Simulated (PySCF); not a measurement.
# FeBr: from the state search to spectroscopic constants

What are the lowest state that PBE0 finds, the bond length, vibrational wavenumber and bond energy of FeBr, and how much do these hang on the method?

Program: PySCF 2.14.0. Level of theory: Fe def2-TZVPP, Br def2-TZVPP, no relativity. These are calculated values, not measurements.

1 further run of the same task is left out (it didn't finish).

**1. The job**

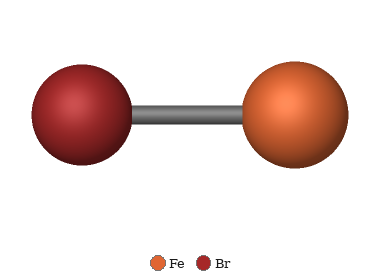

The two atoms at the starting distance (iron orange, bromine red).

Settings of the job:

- atoms: Fe, Br
- charge: 0
- basis: Fe def2-TZVPP, Br def2-TZVPP
- Hamiltonian: no relativity
- basis functions: 112
- electrons treated: 61
- masses in u: 55.9349, 78.9183
- levels: PBE0, PBE, r²SCAN, PBEsol, PW91, M06-2X, LDA, ωB97X, HF, MP2, SCS-MP2
- grid: 80 radial by 434 angular points
- occupations: held fixed by the projection of orbital angular momentum
- dissociation limit: Fe + Br, each in its ground configuration
- starting distance in angstrom: 2.240
- values of 2S to try: 1, 3, 5, 7

Command:

```
$ OMP_NUM_THREADS=2 python dia.py task.json out
```

The runs that follow: PBE0 along the bond; Higher solutions at PBE0; PBE (GGA); r²SCAN; PBEsol; PW91 (GGA); M06-2X (hybrid meta-GGA); LDA; ωB97X; UHF (mean field).

**Question.** What will these runs give? Wanted: for each run, Re; ωe; De; μ.

The runs gave:

Lowest PBE0 solution found, without spin–orbit coupling: ⁶Δ (sextet), unpaired electrons σ ↑↑, π ↑↑, δ ↑. State 2 has its PBE0 minimum 0.04 eV higher. State 3 has its PBE0 minimum 0.29 eV higher. The other levels ran on the lowest alone.

```
      level  Re (Å)  ωe (cm⁻¹)  De (eV)  μ (D)
        UHF   2.420      285.4     2.77  -3.51
    UHF-MP2   2.341        301     3.22    n/a
UHF-SCS-MP2   2.358      296.3     2.96    n/a
        LDA   2.270        309     4.12  -1.07
        PBE   2.324      288.9     3.60  -1.43
     PBEsol   2.295      299.7     3.91  -1.27
       PW91   2.321      289.6     3.66  -1.42
     r²SCAN   2.318        301     3.48  -1.91
       PBE0   2.333      297.8     3.35  -2.33
     M06-2X   2.386      288.3     2.90  -2.59
      ωB97X   2.326        302     2.79  -2.29
```

De is counted to Fe + Br in their ground configurations. A positive dipole means Fe(−)Br(+).

**Reading.** Bond lengths run from 2.270 Å (LDA) to 2.420 Å (UHF). Among the levels with a De in the table, it runs from 2.77 eV (UHF) to 4.12 eV (LDA).

Correlated steps freeze 14 core orbitals. The state is the lowest single determinant that the PBE0 search found; with open d or f shells the true ground state can be another one. At some levels the lowest empty orbital lies below the highest filled one (the two can be of opposite spin).
